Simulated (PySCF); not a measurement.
SMILES BrCCc1ccccc1 (C8H9Br), singlet, GFN2-xTB optimised geometry. Atoms within 1.6 Å of the plane z = 0.0 Å (x, y, z in Å): C2 (-1.90, -2.23, 1.49), C3 (-1.47, -1.91, 0.06), C4 (-0.71, -0.62, 0.00), C5 (-1.38, 0.60, 0.00), C6 (-0.68, 1.79, 0.00), C7 (0.70, 1.78, 0.00), C8 (1.38, 0.58, 0.00), C9 (0.68, -0.62, 0.00), H11 (-2.52, -3.12, 1.53), H12 (-2.38, -1.83, -0.55), H13 (-0.87, -2.73, -0.33), H14 (-2.46, 0.61, 0.00), H15 (-1.22, 2.73, -0.01), H16 (1.25, 2.71, 0.00), H17 (2.46, 0.56, 0.00), H18 (1.22, -1.55, 0.00).

Method: PySCF 2.14.0 with PBE/def2-SVP. Cells within 0.4 Å of a nucleus heavier than hydrogen are left out (blank, or x).

Map of the deformation density (molecule minus spherical neutral atoms) (e/bohr³) on the plane z = 0.0 Å:

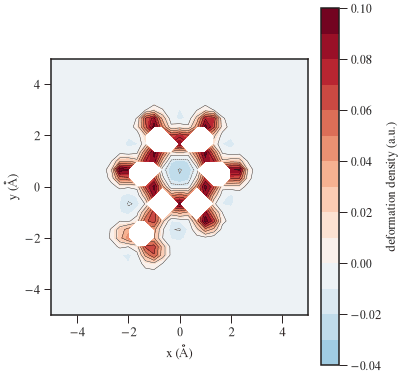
Figure: Deformation density (molecule minus spherical neutral atoms) (e/bohr³) on the plane z = 0.0 Å.
